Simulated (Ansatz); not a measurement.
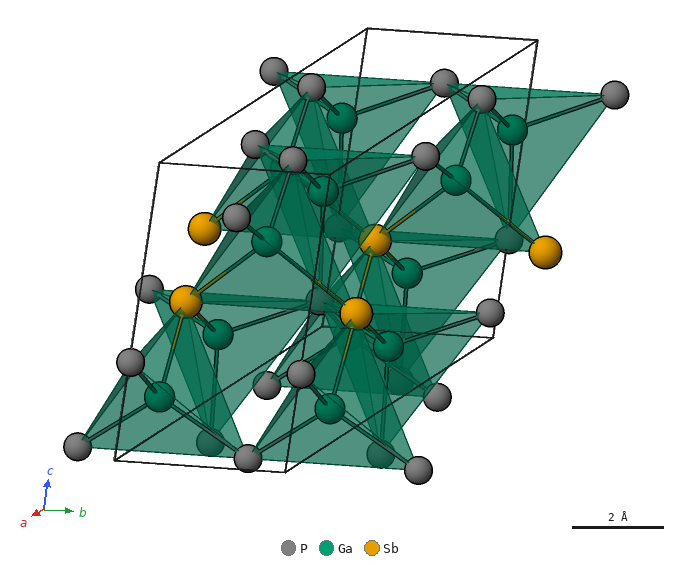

The crystal in a polyhedral representation, seen slightly off an axis. The wireframe shows the conventional unit cell. Some atoms of the next cells are drawn as well.

Ga4SbP3, space group Cm (No. 8), a = 14.762 Å, b = 3.963 Å, c = 6.862 Å, α = 90.00°, β = 117.60°, γ = 90.00°. The structure comes from a structure type filled with these elements by a generator (whether the compound takes this form wasn't checked). Earlier steps of the study, as a rule a relaxation of our own, may have changed the cell and positions, so they can lie some per cent off the listed ones. A calculation with Ansatz used it as input.

This one geometry was computed with Ansatz (DFT, plane waves, PAW) at five levels of theory: r2SCAN, PBE with spin-orbit coupling, PBE, PBE0 and HSE06. It was relaxed beforehand with r2SCAN.

Q: Which level gives the highest pressure at this volume, and what does that say about its equilibrium volume?

A: Highest: PBE with spin-orbit coupling (2.2 GPa) and PBE (2.3 GPa), which points to the largest equilibrium volume. Lowest, with the smallest volume: r2SCAN (0.0 GPa) and PBE0 (0.3 GPa). Levels within 0.5 GPa of each other can't be told apart.

Q: How does the band gap change with the level of theory?

A: PBE with spin-orbit coupling: a gap of 0.11 eV, direct; PBE: a gap of 0.18 eV, direct; r2SCAN: a gap of 0.54 eV, direct; HSE06: a gap of 0.92 eV, direct; PBE0: a gap of 1.56 eV, direct.

Q: Collect the results in a table.

A:
| level | cutoff (eV) | k-mesh of the run's cell | gap (eV) | pressure (GPa) |
| --- | --- | --- | --- | --- |
| r2SCAN | 500 | 6×6×4 | 0.54 | 0.0 |
| PBE with spin-orbit coupling | 420 | 6×6×4 | 0.11 | 2.2 |
| PBE | 420 | 6×6×4 | 0.18 | 2.3 |
| PBE0 | 420 | 4×4×4 | 1.56 | 0.3 |
| HSE06 | 420 | 4×4×4 | 0.92 | 0.5 |

Gaps are taken on the k-mesh or band path of each run.
